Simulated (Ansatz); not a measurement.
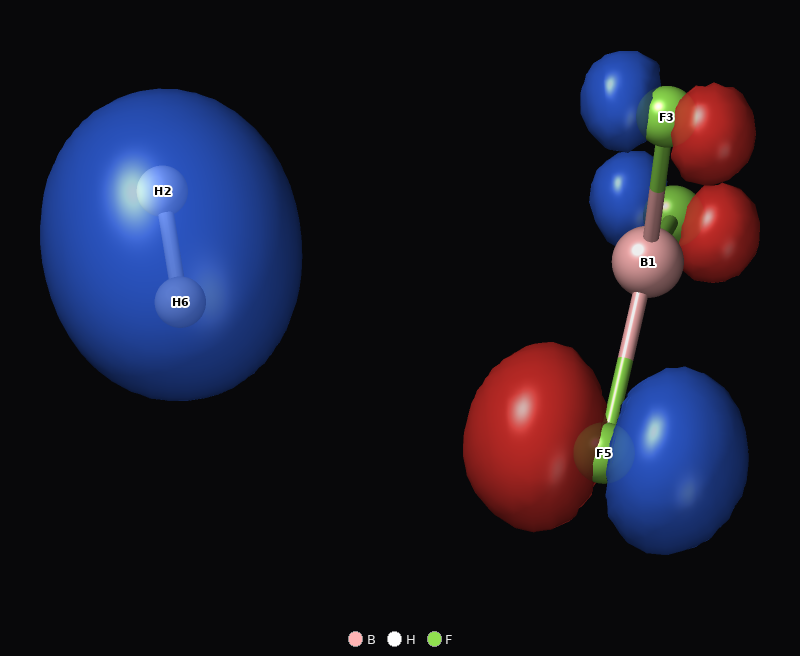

*BF3···H2. The HOMO−1 at ±0.2 Å⁻³ᐟ² (blue and red are the two phases), seen at a tilt.*

Computed with RKS revPBE/def2-SVP in Ansatz.

```
atom    x (Å)    y (Å)    z (Å)
   B   0.0193  -0.5345  -0.6554
   H   0.0047   0.2514   2.4541
   F   1.1575   0.1186  -0.8640
   F  -1.1436   0.0760  -0.8568
   F   0.0441  -1.8015  -0.2535
   H   0.0239  -0.5126   2.4059
```

Question: What is the character of this orbital?

Answer: It lies mainly on F5 (about 30 %), H2 (about 30 %) and H6 (about 25 %). Its energy is −10.40 eV.
